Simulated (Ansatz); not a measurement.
Consider BClFGeH2 (charge +1).

```yaml
atoms:
  - { symbol: B, position_ang: [1.3520, -0.2370, 0.0353] }
  - { symbol: Cl, position_ang: [0.0479, -1.3946, 0.4010] }
  - { symbol: F, position_ang: [1.1244, 0.9560, 0.5918] }
  - { symbol: Ge, position_ang: [-0.9919, 0.6531, 1.7514] }
  - { symbol: H, position_ang: [2.3064, -0.5027, -0.6223] }
  - { symbol: H, position_ang: [-1.6035, 1.1109, 0.3609] }
```

Geometry: r2SCAN-D4/def2-SVP.

These are results of Ansatz 0.2.0, isolated molecule in a Gaussian basis; Kohn-Sham density functional theory, functional PBE0, not measurements.

What can the converged electron density and electron localisation function tell about the bonding?

Answer. B–F (1.34 Å): ρ is about 2.2 e/Å³ halfway; the ELF peaks at about 0.85 between the atoms: a shared but strongly polarised pair.
B–Cl (1.78 Å): the density is about 1.3 e/Å³ at the midpoint; the ELF peaks at about 0.90 between the atoms; a shared but strongly polarised pair.
Ge–Cl (2.66 Å): ρ at the midpoint is about 0.29 e/Å³; the ELF peaks at about 0.85 in the valence shell of Cl, 0.8 Å from its nucleus, and is about 0.45 at the midpoint.
B–H (1.19 Å): ρ is about 1.4 e/Å³ halfway; the ELF climbs to about 1 towards the hydrogen, as it does in any bond to H; an ordinary covalent bond to hydrogen.

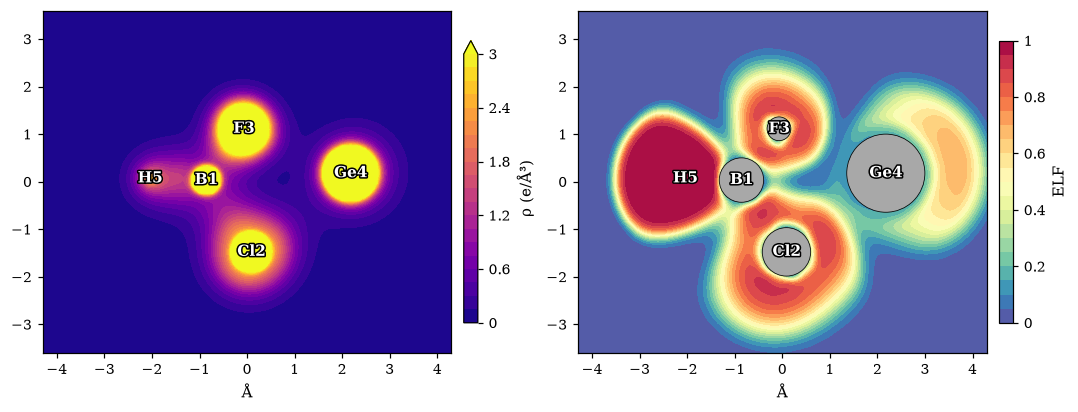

Computed electron density and electron localisation function on the plane of atoms F3, B1 and H5, in this order. Grey discs cover the atomic cores in the ELF map. 
